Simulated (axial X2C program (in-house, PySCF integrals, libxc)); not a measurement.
# HMoH⁺: bond lengths and stretches, held linear

Aim: the two bond lengths and stretching wavenumbers of linear HMoH⁺, with and without spin–orbit coupling, at PBE0, r2SCAN.

The runs use an in-house X2C program for linear molecules on PySCF integrals; all-electron X2C, two-component (2c) or spin-free, H dyall-v3z, Mo dyall-v3z.

All values are calculated.

2 further runs of the same task are left out: 2 set aside as unsound or not needed.

**1. Input**

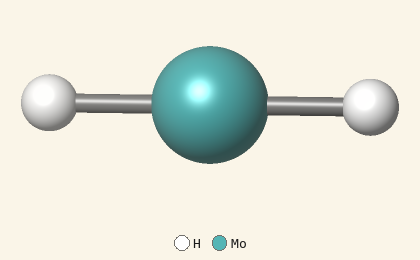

The atoms on one line, bonds 1.700 and 1.700 Å (hydrogen white, molybdenum teal).

The input, task.json:

```json
{"zs": [1, 42, 1], "q": 1, "bas": ["dyall-v3z", "dyall-v3z", "dyall-v3z"], "r0": [1.7, 1.7], "symm": 1, "scan": ["PBE0", "HF", "r2SCAN"], "levels": ["PBE0", "HF", "PBE"], "nst": 2}
```

Keys: zs atomic numbers; q charge; bas basis sets; r0 starting distance in Å; symm equal bonds; scan levels of the two-bond scan; levels methods; nst determinants followed.

Run with:

```
> python solin.py task.json out
```

Masses H 1.008, Mo 97.905, H 1.008 u.

**2. Scan at PBE0, 2c**

State: Ω = 3/2 (beyond evenly filled blocks: 2 × ω = -1/2, ω = 5/2). Energies above the lowest point, from the job's result record:

```
r(H–Mo) (Å)  r(Mo–H) (Å)  E (meV)
     1.7638       1.7638    61.12
     1.7638       1.8090    33.49
     1.7638       1.8542    17.83
     1.8090       1.7638    33.49
     1.8090       1.8090    12.30
     1.8090       1.8542     3.00
     1.8090       1.8995     2.75
     1.8542       1.7638    17.83
     1.8542       1.8090     3.00
     1.8542       1.8542     0.00
     1.8995       1.8090     2.75
     1.8995       1.8995    18.08
```

A quadratic surface with cubic terms in each bond gives the minimum at 1.849 and 1.849 Å, force constants 0.734, 0.734 and coupling 0.49 mdyn/Å.

**3. Scan at r2SCAN, 2c**

State: Ω = 3/2 (beyond evenly filled blocks: 2 × ω = -1/2, ω = 5/2). Energies above the lowest point, from the job's result record:

| r(H–Mo) (Å) | r(Mo–H) (Å) | E (meV) |
| --- | --- | --- |
| 1.7638 | 1.7638 | 68.96 |
| 1.7638 | 1.8090 | 39.45 |
| 1.7638 | 1.8542 | 22.24 |
| 1.8090 | 1.7638 | 39.45 |
| 1.8090 | 1.8090 | 16.16 |
| 1.8090 | 1.8542 | 5.06 |
| 1.8090 | 1.8995 | 3.38 |
| 1.8542 | 1.7638 | 22.24 |
| 1.8542 | 1.8090 | 5.06 |
| 1.8542 | 1.8542 | 0.00 |
| 1.8995 | 1.8090 | 3.38 |
| 1.8995 | 1.8995 | 14.33 |

A quadratic surface with cubic terms in each bond gives the minimum at 1.854 and 1.854 Å, force constants 0.735, 0.735 and coupling 0.47 mdyn/Å.

**4. Scan at PBE0, spin-free**

State: M_S = 3/2, Λ = 0 (beyond evenly filled blocks: σβ, π+α, π-α, δ+α, δ-α). Energies above the lowest point, from the job's result record:

| r(H–Mo) (Å) | r(Mo–H) (Å) | E (meV) |
| --- | --- | --- |
| 1.7638 | 1.7638 | 61.23 |
| 1.7638 | 1.8090 | 33.56 |
| 1.7638 | 1.8542 | 17.87 |
| 1.8090 | 1.7638 | 33.56 |
| 1.8090 | 1.8090 | 12.33 |
| 1.8090 | 1.8542 | 3.01 |
| 1.8090 | 1.8995 | 2.76 |
| 1.8542 | 1.7638 | 17.87 |
| 1.8542 | 1.8090 | 3.01 |
| 1.8542 | 1.8542 | 0.00 |
| 1.8995 | 1.8090 | 2.76 |
| 1.8995 | 1.8995 | 18.10 |

A quadratic surface with cubic terms in each bond gives the minimum at 1.849 and 1.849 Å, force constants 0.735, 0.735 and coupling 0.49 mdyn/Å.

**5. The levels side by side**

| level | r(H–Mo) (Å) | r(Mo–H) (Å) | lower stretch (cm⁻¹) | upper stretch (cm⁻¹) |
| --- | --- | --- | --- | --- |
| PBE0, 2c | 1.849 | 1.849 | 643.8 | 1437.2 |
| r2SCAN, 2c | 1.854 | 1.854 | 672.5 | 1425.2 |
| PBE0, spin-free | 1.849 | 1.849 | 645.5 | 1438.3 |
| r2SCAN, spin-free | 1.854 | 1.854 | 673.7 | 1426.1 |

Scans not shown above were run alike.

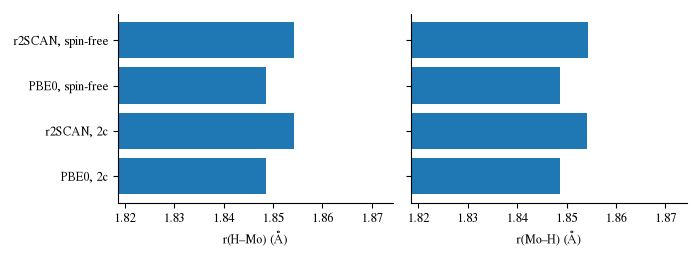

The two bond lengths by level.

What this shows: Over the levels the H–Mo bond spans 1.849 to 1.854 Å and the Mo–H bond 1.849 to 1.854 Å. At PBE0 spin–orbit coupling leaves both bonds unchanged to 0.001 Å. Each state is one determinant, the lowest of a limited PBE0 search; the stretches come from a fit to few points and are good to some per cent at best. The stretches are sorted by size, and where the two bonds are alike the symmetric and antisymmetric modes can swap order between levels. The molecule was held linear; bending was not examined, so a bent shape may lie lower. Note: several unpaired electrons, one determinant need not be a pure state.
